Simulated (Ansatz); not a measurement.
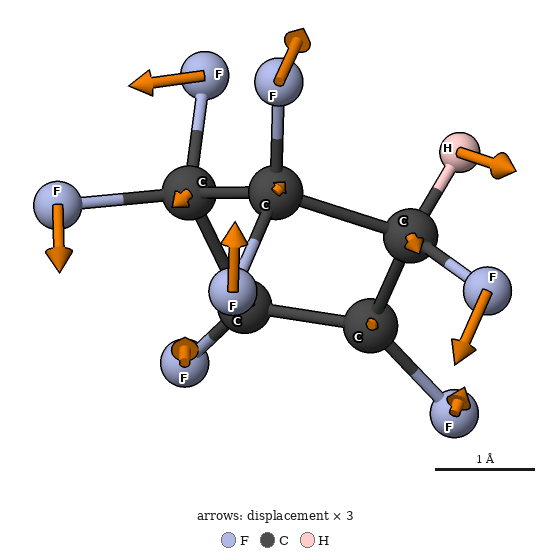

This is a relaxation of C5HF7 (coarse preliminary run). The starting structure is drawn; orange arrows show the displacements, magnified 3 times. The two geometries are superimposed by the best rigid fit.

Style: ball-and-stick. Shown from a free direction.

The start comes from a force field.

Theory: RKS PBE-D4/def2-SVP in Ansatz 0.2.0. Settings: force threshold 0.03 eV/Å; at most 200 steps.

Question: What did the optimiser do to the structure, and how much energy did it gain?

Answer: Over 7 geometry steps the energy falls by 8.33 kcal/mol. Largest force component: 2.6 eV/Å at the start, 0.018 eV/Å at the end. The largest move after the best rigid fit is that of an F atom, 0.31 Å. Largest moves by element: F 0.31 Å, H 0.27 Å, C 0.08 Å. Some distances before and after: C–F 1.257 → 1.325 Å, C–F 1.420 → 1.353 Å, C–H 1.075 → 1.113 Å, C–F 1.318 → 1.354 Å. Among the angles between lasting bonds that change: C–C–F 116.6° → 111.4°, C–C–H 107.8° → 112.5°, C–C–C 101.9° → 105.6°. The run took about 13 s of wall time on a shared GPU.
